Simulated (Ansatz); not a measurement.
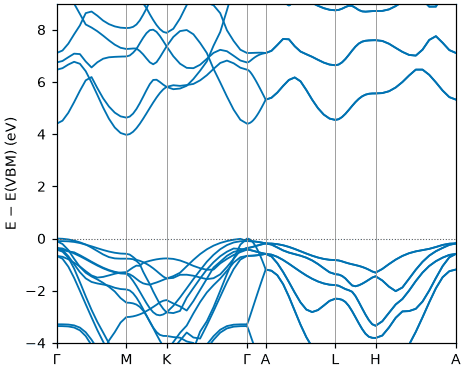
Fig. 1. Band structure from LDA (plane waves, PAW; program Ansatz)

Task: Read off the gap and where the band edges lie.

Result: About 4.0 eV (3.97 eV by a search for the band edges); maximum at Γ, minimum at M.

The material is AlN in space group P6_3mc (No. 186; Al on 2a, Al on 2b, N on 2a, N on 2b).

A made-up cell: these elements were put on the sites of a structure type. Its sites differ from those of the usual phase in this space group: another stacking or structure type. The LDA relaxation kept the symmetry of its start; phonons on a q-mesh show no instability.

Potentials: the later of the program's two PAW sets.
